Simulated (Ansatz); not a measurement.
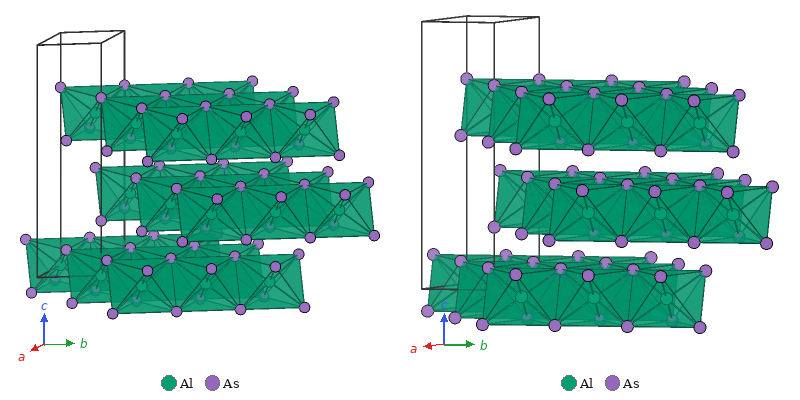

Polyhedra are drawn about Al (bonds: Al–As below 3 Å); other atoms are plain spheres. Two views of the same piece.

AlAs₂ (space group R-3m, No. 166). Coordinates: coordinates from a relaxation with DFT PBE, scalar-relativistic, plane waves, PAW (Ansatz); the starting structure was generated, so it need not be a known form of this composition.

Sharing among the drawn polyhedra:

| site | polyhedron | corner-sharing neighbours | edge-sharing | face-sharing | bond (Å) |
| --- | --- | --- | --- | --- | --- |
| Al | AlAs6 octahedron | 0 | 6 | 0 | 2.62 |

They form layers of edge-sharing octahedra parallel to (001).
